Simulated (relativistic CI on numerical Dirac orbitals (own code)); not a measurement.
# Fe²⁺: 2p photoemission with charge transfer

Wanted: the shape of the 2p photoemission spectrum of Fe²⁺ in a cubic metal-ligand cluster, for 3 values of Delta.

The numbers are computed with relativistic CI on numerical Dirac orbitals (own code) version 3 (charge-transfer multiplet model of a cubic metal-ligand cluster with up to 2 ligand holes, Slater and spin-orbit integrals from Dirac-Coulomb-Breit ions, Slater integrals scaled by 0.9), except any that are marked as measured or tabulated.

### 1 The system

```
ion                  : Fe²⁺ (Fe III)
nuclear charge       : 26
electrons            : 24
d electrons          : 6
ligand holes at most : 2
parameters           : in eV; Veg, Vt2g hoppings, tenDq and tenDqL metal and ligand splittings (negative tenDq: tetrahedral), red the scaling of hopping with a core hole
temperature          : 20 K
widths               : Lorentz 0.6 eV, Gauss 0.8 eV
```

### 2 Delta = 6.3 eV

Settings of the run:

```ini
cluster ion=Fe2+ d6 ligand_holes=2 slater_scale=0.9
Delta=6.3 Udd=6.2 Upd=6.9 tenDq=0.25 tenDqL=1.6 Veg=1.85 Vt2g=-0.88 red=1
spectrum xps 2p T=20 lorentz=0.6 gauss=0.8
```

Launch:

```sh
python run_levels.py task.json out
```

The settings of every run stand in task.json; they run in order.

### 3 Delta = 8.3 eV

Settings of the run:

```ini
cluster ion=Fe2+ d6 ligand_holes=2 slater_scale=0.9
Delta=8.3 Udd=6.2 Upd=6.9 tenDq=0.25 tenDqL=1.6 Veg=1.85 Vt2g=-0.88 red=1
spectrum xps 2p T=20 lorentz=0.6 gauss=0.8
```

### 4 Delta = 9.3 eV

Settings of the run:

```ini
cluster ion=Fe2+ d6 ligand_holes=2 slater_scale=0.9
Delta=9.3 Udd=6.2 Upd=6.9 tenDq=0.25 tenDqL=1.6 Veg=1.85 Vt2g=-0.88 red=1
spectrum xps 2p T=20 lorentz=0.6 gauss=0.8
```

(Steps that only read results are left out.)

Q: Predict the outcome of this session. Wanted: d count; ground spin.

As calculated:

| run | d count | weight without ligand hole | ground S | up to four highest peaks (% of the highest), eV from the first main peak |
| --- | --- | --- | --- | --- |
| Delta = 6.3 eV | 6.12 | 0.89 | 2.00 | 0.0 (100), 1.8 (71), 6.3 (39), 14.7 (61) |
| Delta = 8.3 eV | 6.08 | 0.92 | 2.00 | 0.0 (100), 1.4 (74), 5.7 (28), 14.9 (60) |
| Delta = 9.3 eV | 6.07 | 0.93 | 2.00 | 0.0 (100), 1.5 (79), 5.9 (25), 15.0 (61) |

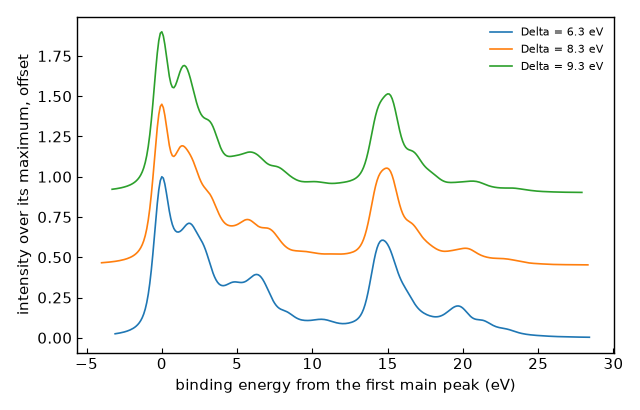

The spectra, each scaled to its maximum and offset.

| quantity | value |
| --- | --- |
| d count | 6.07 to 6.12 |
| ground spin (effective S from ⟨S²⟩) | 2.00 |

**Reading.** From Delta = 6.3 eV to Delta = 9.3 eV the ground-state d count goes from 6.12 to 6.07. In the first run d6 holds 89 % of the ground state. The cluster parameters are drawn, not fitted to a compound.
